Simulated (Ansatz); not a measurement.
# SiH4O (SMILES O[SiH3]): B2PLYP/STO-3G

What is the electronic atomisation energy of SiH4O at B2PLYP/STO-3G? 

Program for the calculation: Ansatz 0.2.0.

47 further runs of the same task are left out: 47 set aside as unsound or not needed.

**1. The system as given**

SiH4O has 6 atoms, charge 0, and is taken as a singlet. As SMILES, `O[SiH3]`. Geometry: relaxed at PBE0-D4/def2-TZVP.

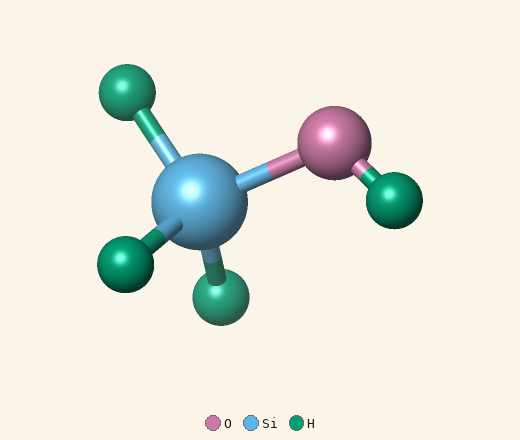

The structure, seen from a chosen angle (oxygen pink, silicon blue, hydrogen teal).

**2. The energy at B2PLYP/STO-3G**

Contents of run.yaml:

```yaml
basis:
  gaussian:
    orbitals: STO-3G
crystal:
  periodic: [false, false, false]
  atoms:
    - {symbol: O, position_ang: [0.636700, -1.030300, 0.419000]}
    - {symbol: Si, position_ang: [-0.035700, 0.346500, -0.187000]}
    - {symbol: H, position_ang: [0.069100, -1.629200, 0.904700]}
    - {symbol: H, position_ang: [-1.128300, 0.045700, -1.152800]}
    - {symbol: H, position_ang: [1.060500, 1.064900, -0.875600]}
    - {symbol: H, position_ang: [-0.602300, 1.202400, 0.891700]}
total_charge: 0
hamiltonian:
  xc: {name: B2PLYP}
correlation:
  frozen_orbitals: {H: 0, O: 1, Si: 5}
accuracy: high
```

On the command line:

```console
$ ansatz run run.yaml --threads 1 --pin off --max-ram 2610MiB --events-out events.jsonl --progress --plain --runs-dir runs
```

What it wrote:

```text
Warning: RAYON_NUM_THREADS=1 ignored (pool sized by the plan → 1); use --threads N
Functional definition: B2PLYP
  name "B2PLYP"
  parameter a = 0.53
  parameter c = 0.27
  exchange = (1 - a)*b88_x + a*exact_x
  correlation = (1 - c)*lyp_c + c*(mp2_os + mp2_ss)
314 factors; integrals over basis functions are off by at most 3.0e-8 eV
mean field evaluation 1: about -9860.2205 eV, gradient 2.0e1 eV
mean field evaluation 2: about -9860.2120 eV, gradient 2.0e1 eV
mean field evaluation 4: about -9861.6256 eV, gradient 8.2e-1 eV
mean field evaluation 8: about -9861.6273 eV, gradient 2.4e-3 eV
mean field evaluation 16: about -9861.6273 eV, gradient 9.1e-9 eV
mean field -9861.62731243 eV, -362.4081192809 hartree, gradient 8.9e-9 eV, S^2 0.000000; 0 other end points of the search recorded, 0 dependent functions left out
6 core orbitals not correlated: weight in the atoms' cores, before any rotation towards them, 1.000 or more for the frozen orbitals, at most 0.000 for the correlated occupied ones
reference -9861.62732936 eV, -362.4081199029 hartree; 7, 7 occupied and 5, 5 virtual orbitals, 314 factors
second order -2.67529899 eV of doubles, -0.00000000 eV of singles
Total energy: -9862.34966009 eV, -362.4346650674 hartree
```

Run time: 1.2 s. Hardware: 1 thread of Arm Neoverse V2, shared host; peak memory 0.096 GiB.

**3. The H atom at the same level**

Contents of in.yaml:

```yaml
crystal:
  periodic: [false, false, false]
  atoms:
    - {symbol: H, position_ang: [0.000000, 0.000000, 0.000000]}
basis:
  gaussian:
    orbitals: STO-3G
magnetization:
  spin_polarized: true
  initial_magnetization: 1
hamiltonian:
  xc: {name: B2PLYP}
accuracy: high
correlation:
  frozen_orbitals: {H: 0}
```

Run the same way, it converges to -0.46478 Eh (log not shown).

**4. The O atom at the same level**

Contents of input.yaml:

```yaml
basis:
  gaussian:
    orbitals: STO-3G
crystal:
  periodic: [false, false, false]
  atoms:
    - symbol: O
      position_ang: [0.000000, 0.000000, 0.000000]
correlation:
  frozen_orbitals: {O: 1}
accuracy: high
hamiltonian:
  xc: {name: B2PLYP}
magnetization:
  spin_polarized: true
  initial_magnetization: 2
```

Run the same way, it converges to -73.96694 Eh (log not shown).

**5. The Si atom, same level**

Contents of input.yaml:

```yaml
crystal:
  periodic: [false, false, false]
  atoms:
    - symbol: Si
      position_ang: [0.000000, 0.000000, 0.000000]
basis:
  gaussian:
    orbitals: STO-3G
magnetization:
  spin_polarized: true
  initial_magnetization: 2
hamiltonian:
  xc: {name: B2PLYP}
correlation:
  frozen_orbitals: {Si: 5}
accuracy: high
```

Run the same way, it converges to -285.81514 Eh (log not shown).

**6. Summary of results**

Level: B2PLYP/STO-3G, 6 core orbitals frozen.

| quantity | value |
| --- | --- |
| molecule: total energy | -362.43467 Eh |
| H atom: total energy | -0.46478 Eh |
| H atom: ⟨S²⟩ | 0.750 |
| O atom: total energy | -73.96694 Eh |
| O atom: ⟨S²⟩ | 2.000 |
| Si atom: total energy | -285.81514 Eh |
| Si atom: ⟨S²⟩ | 2.000 |
| electronic atomisation energy | 21.592 eV |

Taking the molecule apart into free atoms costs 21.59 eV (2083 kJ/mol), before zero-point energy and without spin-orbit coupling. In a minimal basis such a difference can be off by several eV, whatever the method.
